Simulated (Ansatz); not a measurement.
# H6OSi2: molecular dynamics

The plan is to follow the molecule's vibrations and see whether its bonds hold. The start is relaxed first. Runs: 300 steps of 0.25 fs under a Langevin thermostat at 1000 K. SMILES of the start: [SiH3]O[SiH3].

Program: Ansatz 0.2.0. Level of theory: RKS PBE-D4/def2-SVP. These are calculated values, not measurements.

## 1. The system as given

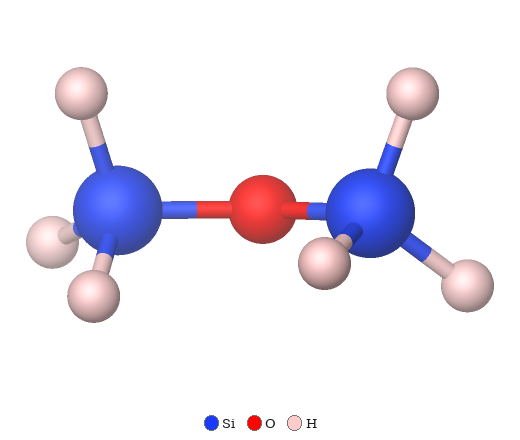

The starting structure, seen from a chosen angle (silicon blue, oxygen red, hydrogen pink).

As a file:

```xyz
9

Si    0.0000    0.0000    0.0000
O     0.0000    0.0000    1.6800
Si   -1.3147   -0.4067    2.6436
H    -2.2390   -1.2403    1.8804
H    -0.8506   -1.1432    3.8157
H    -1.9987    0.8095    3.0733
H     1.3768    0.0000   -0.4862
H    -0.6877    1.1914   -0.4862
H    -0.6877   -1.1914   -0.4862
```

## 2. Preparing the start

File input.yaml:

```yaml
crystal:
  periodic: [false, false, false]
  atoms:
    - { symbol: Si, position_ang: [0.0, 0.0, 0.0] }
    - { symbol: O, position_ang: [0.0, 0.0, 1.68] }
    - { symbol: Si, position_ang: [-1.3147, -0.4067, 2.6436] }
    - { symbol: H, position_ang: [-2.239, -1.2403, 1.8804] }
    - { symbol: H, position_ang: [-0.8506, -1.1432, 3.8157] }
    - { symbol: H, position_ang: [-1.9987, 0.8095, 3.0733] }
    - { symbol: H, position_ang: [1.3768, 0.0, -0.4862] }
    - { symbol: H, position_ang: [-0.6877, 1.1914, -0.4862] }
    - { symbol: H, position_ang: [-0.6877, -1.1914, -0.4862] }
basis:
  gaussian: { orbitals: def2-SVP }
hamiltonian:
  xc: pbe
  dispersion: d4
relax:
  f_tol: 0.02
  max_steps: 40
output:
  orbitals: {}
```

Launch:

```sh
> ansatz run input.yaml --threads 1 --pin off --max-ram 2048MiB --backend cpu --events-out ev --progress --plain --runs-dir out
```

Further steps of the session: The run.

Before running it: what results should come out? Wanted: relaxation of the start; temperature, first and last step; temperature, second half; potential energy, second half; bonds formed or broken.

As calculated:

```
                        quantity                          value
         relaxation of the start       10 moves, 0.165 eV lower
                          length           300 steps of 0.25 fs
temperature, first and last step                  889 and 531 K
        temperature, second half  mean 476 K, from 318 to 602 K
   potential energy, second half    +51 meV/atom from the start
          bonds formed or broken                              0
```

**Reading.** Against a set 1000 K the second half averages 476 K with a spread of 68 K; 51 meV/atom has gone into potential energy, and a thermostat that acts over some 1000 fs has not made it up in 75 fs. The bonds all hold. Averages from a run of 75 fs with 9 atoms are rough. The nuclei move classically, without zero-point motion, which matters most for hydrogen.
